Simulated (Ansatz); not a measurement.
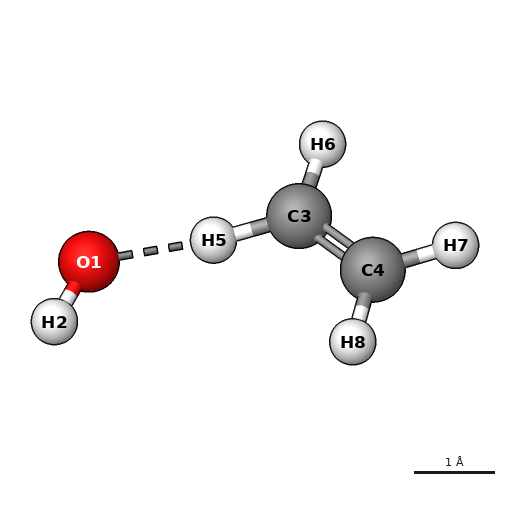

Two molecules or ions; the broken line marks their closest contact (measured against van der Waals radii). Charge −1, singlet. Geometry: a pair of rigid molecules at a changed separation. Program: Ansatz 0.2.0.

**Which two species are they?**

HO and C2H4 (`C=C.[OH-]`).

**How long is the contact?**

O1···H5 is 1.61 Å.

Give the counterpoise-corrected interaction energy (kJ/mol, monomers kept as in the pair) with RHF-CCSD(T) (frozen core)/def2-TZVPPD; PBE-D4/def2-TZVPPD; r2SCAN-D4/def2-TZVPPD; ωB97M-V/def2-TZVPPD.

```
                                level  interaction energy (kJ/mol)
RHF-CCSD(T) (frozen core)/def2-TZVPPD                        −33.9
                   PBE-D4/def2-TZVPPD                        −45.2
                r2SCAN-D4/def2-TZVPPD                        −44.5
                  ωB97M-V/def2-TZVPPD                        −39.7
```
